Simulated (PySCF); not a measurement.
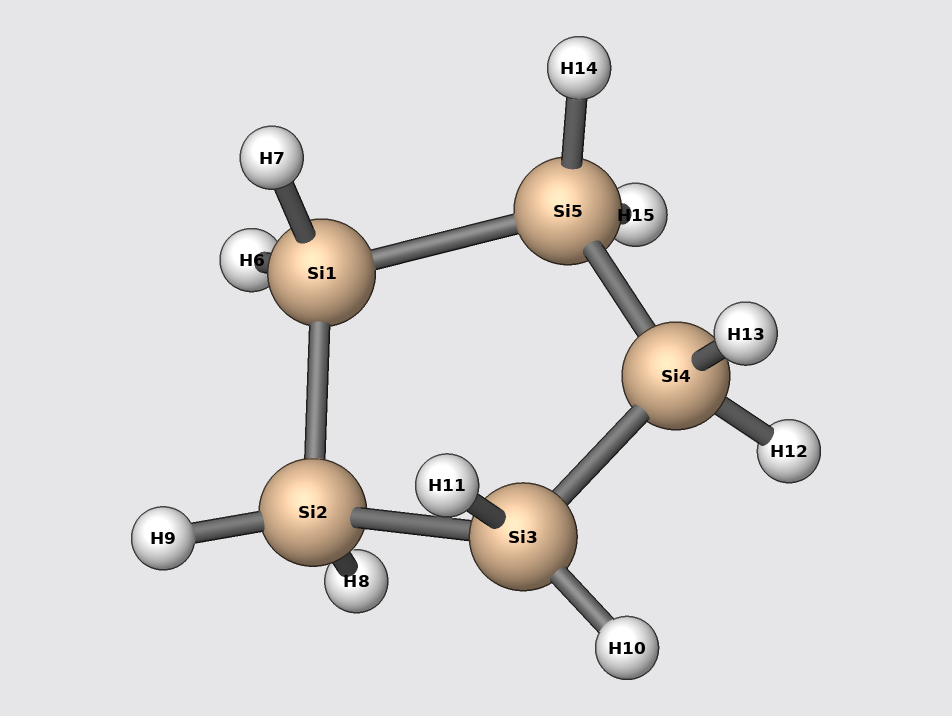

Geometry: a frame of a GFN2-xTB molecular-dynamics simulation, not a minimum. Level of theory: GIAO PBE0/pcSseg-1 NMR shielding, non-relativistic, gas phase (PySCF 2.14.0). Principal shieldings σ11 ≤ σ22 ≤ σ33, span Ω = σ33 − σ11, skew κ = 3(σiso − σ22)/Ω.

Which Si atom has the most anisotropic shielding?

Answer. Si3, with a span of 210 ppm.

Give the shielding tensors of the Si atoms.

```json
{"atom": "Si1", "σ11": "412.3", "σ22": "444.1", "σ33": "493.0", "σiso": "449.8", "Ω": "80.7", "κ": "0.21"}
{"atom": "Si2", "σ11": "372.3", "σ22": "495.9", "σ33": "504.4", "σiso": "457.5", "Ω": "132.1", "κ": "−0.87"}
{"atom": "Si3", "σ11": "358.8", "σ22": "481.6", "σ33": "568.9", "σiso": "469.8", "Ω": "210.0", "κ": "−0.17"}
{"atom": "Si4", "σ11": "456.0", "σ22": "473.3", "σ33": "532.3", "σiso": "487.2", "Ω": "76.3", "κ": "0.55"}
{"atom": "Si5", "σ11": "456.1", "σ22": "466.2", "σ33": "515.9", "σiso": "479.4", "Ω": "59.8", "κ": "0.66"}
```

Shieldings and span in ppm.
